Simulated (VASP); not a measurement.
Energy against volume of CdTe (zinc blende). All values below come from HSEsol screened hybrid, VASP's PBE PAW potentials (set 64) (plane waves; VASP 6.6.1).

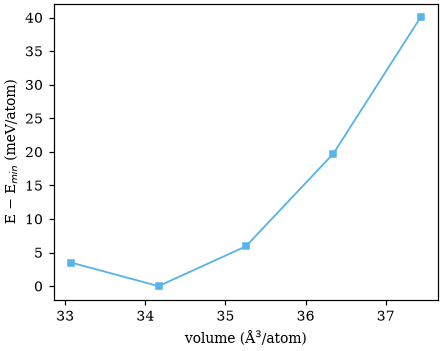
Figure. Energy against volume

### Question
Estimate the equilibrium volume and the bulk modulus.

### Answer
The minimum lies near 34.0 Å³/atom, and the curvature gives B0 of about 44 GPa.

Measured: bulk modulus 43.7 GPa (computed value off by +1.4 %), as given by Elmahjoubi et al., (2023), arXiv:2303.01780; a 6.480 Å (computed value off by -0.0 %), as given by M J Lucero et al., Journal of Physics Condensed Matter (2012), arXiv:1111.4515. The calculation is for a static lattice, while the measured bulk modulus, a hold thermal and zero-point effects, which are part of the difference.

The compound is CdTe in the zinc blende structure. It was relaxed first. The cell's shape comes from a PBE relaxation.
